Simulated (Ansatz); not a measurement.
# BLYP/def2-SVPD run of CClF3 (SMILES FC(F)(F)Cl)

What is the vertical ionisation energy of CClF3 at BLYP/def2-SVPD? 

The results are computed with Ansatz 0.2.0.

54 further runs of the same task are left out: 9 that didn't finish, 45 set aside as unsound or not needed.

## (1) The system as given

The species is CClF3 (5 atoms), meant as a singlet with charge 0. As SMILES, `FC(F)(F)Cl`. Geometry: relaxed at PBE0-D4/def2-TZVP.

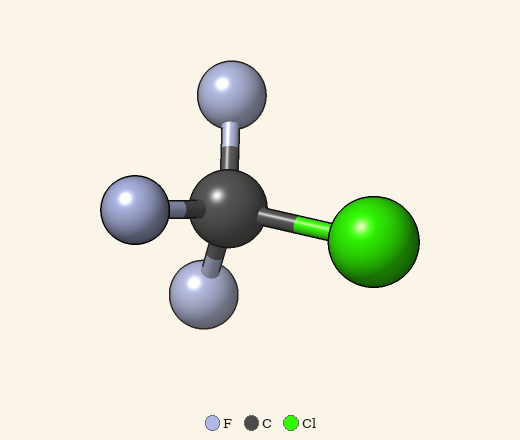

The structure, seen from a chosen angle (fluorine light blue, carbon dark grey, chlorine green).

## (2) The energy at BLYP/def2-SVPD

File in.yaml:

```yaml
crystal:
  periodic: [false, false, false]
  atoms:
    - {symbol: F, position_ang: [0.213700, 0.019100, 1.326100]}
    - {symbol: C, position_ang: [-0.002200, -0.082500, 0.026100]}
    - {symbol: F, position_ang: [-1.249600, -0.474600, -0.167100]}
    - {symbol: F, position_ang: [0.811700, -0.999000, -0.468500]}
    - {symbol: Cl, position_ang: [0.276300, 1.463300, -0.758000]}
basis:
  gaussian:
    orbitals: def2-SVPD
total_charge: 0
hamiltonian:
  xc: {name: BLYP}
accuracy: high
output: {orbitals: {seedname: orbitals}}
```

On the command line:

```sh
$ ansatz run in.yaml --threads 1 --pin off --max-ram 3480MiB --events-out events.jsonl --progress --plain --runs-dir runs
```

Standard output:

```text
Warning: RAYON_NUM_THREADS=1 ignored (pool sized by the plan → 1); use --threads N
Functional definition: BLYP
  name "BLYP"
  parameter beta = 0.0042
  parameter a = 0.04918
  parameter b = 0.132
  parameter c = 0.2533
  parameter d = 0.349
  exchange = b88_x(beta = beta)
  correlation = lyp_c(a = a, b = b, c = c, d = d)
2299 factors; integrals over basis functions are off by at most 3.4e-9 eV
mean field evaluation 1: about -21696.4721 eV, gradient 4.3e1 eV
mean field evaluation 2: about -21689.8962 eV, gradient 8.1e1 eV
mean field evaluation 4: about -21699.0614 eV, gradient 1.2e0 eV
mean field evaluation 8: about -21699.0601 eV, gradient 2.4e-2 eV
mean field evaluation 16: about -21699.0601 eV, gradient 2.6e-6 eV
mean field -21699.06009406 eV, -797.4257503054 hartree, gradient 1.0e-8 eV, S^2 0.000000; 0 other end points of the search recorded, 0 dependent functions left out
reference -21699.06013955 eV, -797.4257519774 hartree; 25, 25 occupied and 91, 91 virtual orbitals, 2299 factors
Total energy: -21699.06013955 eV, -797.4257519774 hartree
```

Wall time 8.4 s (1 thread of Arm Neoverse V1, shared host); peak memory 0.32 GiB.

## (3) The doublet cation at the same level

in.yaml: that of step 2 with these lines changed.

```diff
@@ -1 +1,4 @@
+basis:
+  gaussian:
+    orbitals: def2-SVPD
 crystal:
@@ -8,6 +11,6 @@
     - {symbol: Cl, position_ang: [0.276300, 1.463300, -0.758000]}
-basis:
-  gaussian:
-    orbitals: def2-SVPD
-total_charge: 0
+total_charge: 1
+magnetization:
+  spin_polarized: true
+  initial_magnetization: 1
 hamiltonian:
```

On the command line:

```sh
$ ansatz run in.yaml --threads 1 --pin off --max-ram 3480MiB --events-out events.jsonl --progress --plain --runs-dir runs
```

Standard output, shortened:

```text
Warning: RAYON_NUM_THREADS=1 ignored (pool sized by the plan → 1); use --threads N
[... 2 set-up lines as earlier in the session ...]
[...]
2299 factors; integrals over basis functions are off by at most 3.3e-9 eV
[...]
mean field -21686.52876462 eV, -796.9652324425 hartree, gradient 2.1e-8 eV, S^2 0.751674; 8 other end points of the search recorded, 0 dependent functions left out
reference -21686.52881168 eV, -796.9652341719 hartree; 25, 24 occupied and 91, 92 virtual orbitals, 2299 factors
Total energy: -21686.52881168 eV, -796.9652341719 hartree
```

Run time: 1.7 min. Hardware: 1 thread of Arm Neoverse V1, shared host; peak memory 0.44 GiB.

## (4) Outcome

Level: BLYP/def2-SVPD.

| quantity | value |
| --- | --- |
| singlet CClF3: total energy | -797.42575 Eh |
| singlet CClF3: HOMO energy | -8.46 eV |
| singlet CClF3: LUMO energy | -1.24 eV |
| singlet CClF3: HOMO–LUMO gap | 7.22 eV |
| doublet cation: total energy | -796.96523 Eh |
| doublet cation: HOMO energy (highest over α and β) | -16.50 eV |
| doublet cation: LUMO energy (lowest over α and β) | -16.47 eV |
| doublet cation: ⟨S²⟩ | 0.752 |
| vertical ionisation energy (to the doublet cation) | 12.531 eV |

Removing an electron at fixed nuclei costs 12.53 eV (1209 kJ/mol). −ε(HOMO) before ionisation, 8.46 eV, is 4.07 eV below this ionisation energy.
